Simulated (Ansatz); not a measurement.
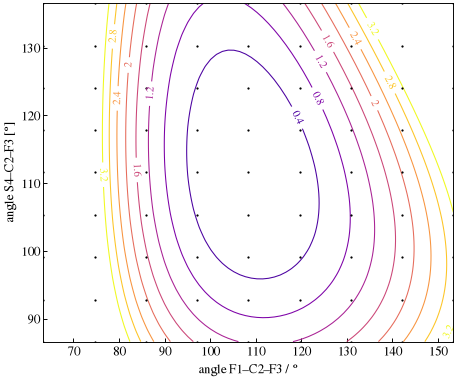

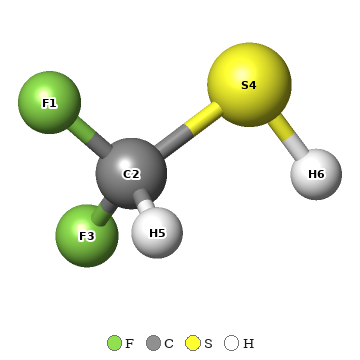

Energy landscape of CH2F2S, SMILES FC(F)S. The first coordinate is: angle F1–C2–F3; the second: angle S4–C2–F3. Nothing is relaxed (all other coordinates rigid). The grid has 9 × 9 points. Points are written as (first, second). Energies: eV, counted from the lowest grid point. Computed with RKS wB97X-V/def2-SVP (Ansatz 0.2.0).

Drawn: contour lines labelled in eV (none above 3.2), dots at the grid points. Between grid points the surface is interpolated. The second picture is the structure at the lowest point.

### Where are the wells?

The lowest grid point is at (108.4°, 111.6°). No other kind of well shows on this grid. The highest grid point, (63.4°, 86.6°), lies 10.7 eV above the lowest. Round the minimum the valley is somewhat tilted: raising angle F1–C2–F3 shifts the best value of angle S4–C2–F3 downwards (coupling k₁₂/√(k₁₁k₂₂) about 0.2).

The values on the grid:

```csv
"angle S4–C2–F3 ↓, angle F1–C2–F3 →",63.4,74.7,85.9,97.2,108.4,119.7,130.9,142.2,153.4
136.6,9.7,4.1,1.7,0.8,0.8,1.5,2.9,5.3,8.8
130.3,9.6,3.9,1.5,0.6,0.5,1.0,2.1,4.1,7.0
124.1,9.4,3.7,1.3,0.4,0.2,0.6,1.6,3.2,5.5
117.8,9.4,3.7,1.3,0.3,0.1,0.4,1.2,2.5,4.4
111.6,9.4,3.7,1.3,0.3,0.0,0.2,0.9,2.0,3.7
105.3,9.5,3.9,1.4,0.4,0.1,0.2,0.8,1.8,3.2
99.1,9.8,4.1,1.7,0.6,0.3,0.4,0.9,1.8,3.0
92.8,10.2,4.5,2.1,1.0,0.6,0.7,1.2,1.9,3.1
86.6,10.7,5.1,2.6,1.5,1.2,1.2,1.6,2.4,3.4
```

The whole map (81 points run) took 10 min on 1 thread of Arm Neoverse V2 (shared host).
